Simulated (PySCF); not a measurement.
C$_{8}$H$_{4}$ClF (SMILES [CH+]=[C]/C(F)=C/C#CC(=C)Cl) (charge +1, doublet)

```xyz
14

C     4.4761   -0.0764    0.7025
C     3.2858   -0.1236    0.4995
C     1.9151   -0.2272    0.2539
F     1.4581   -1.4186   -0.0827
C     1.0429    0.8352    0.3450
C    -0.3020    0.7023    0.0954
C    -1.4880    0.5171   -0.1412
C    -2.8502    0.3894   -0.3925
C    -3.4046   -0.7953   -0.7624
Cl   -3.8144    1.8041   -0.2158
H     5.5135   -0.0158    0.8826
H     1.4268    1.8078    0.6227
H    -2.7975   -1.6803   -0.8736
H    -4.4622   -0.8791   -0.9557
```

Geometry: GFN2-xTB.

Level of theory: PySCF 2.14.0, density-fitted response routines, UKS B3LYP, pcH-1 on C Cl F H, non-relativistic, mean-field spin-orbit, GIAO.

Q: Predict the electron density, electron localisation function and spin density between the atoms.

A: C–C (1.21 Å): the density is about 2.7 e/Å³ at the midpoint; the ELF peaks at about 0.90 between the atoms; a multiple bond.
C–F (1.32 Å): ρ is about 2.2 e/Å³ halfway, with its minimum of 1.9 e/Å³ about 0.5 Å from C; the ELF peaks at about 0.85 between the atoms: a shared but strongly polarised pair.
C–Cl (1.72 Å): ρ at the midpoint is about 1.5 e/Å³; the ELF peaks at about 0.90 between the atoms, as expected for localised, covalent bonding.
C–H (1.05 Å): ρ at the midpoint is about 2.2 e/Å³; the ELF climbs to about 1 towards the hydrogen, as it does in any bond to H; a covalent bond by its length.
The unpaired spin (1 electron) lies mostly on C9 (about 0.3), C1 (about 0.2), C7 (about 0.1), C3 (about 0.1), C6 (about 0.1) and C5 (about 0.1), in electrons by Hirshfeld's partition.

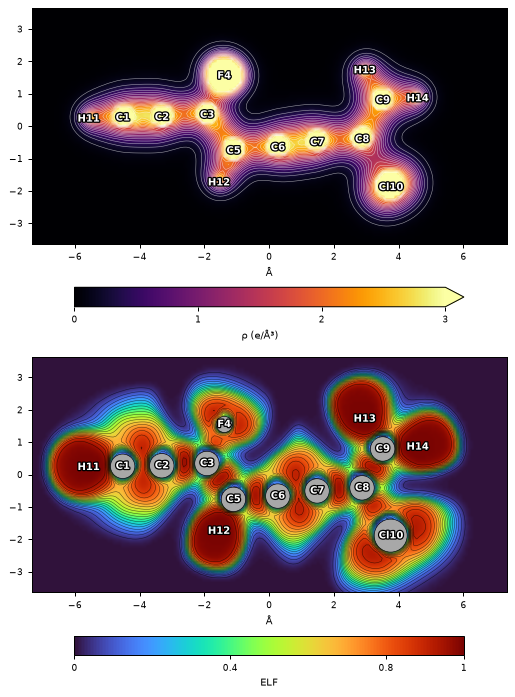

Computed electron density and electron localisation function on the molecular plane, in this order. Grey discs cover the atomic cores in the ELF map. 
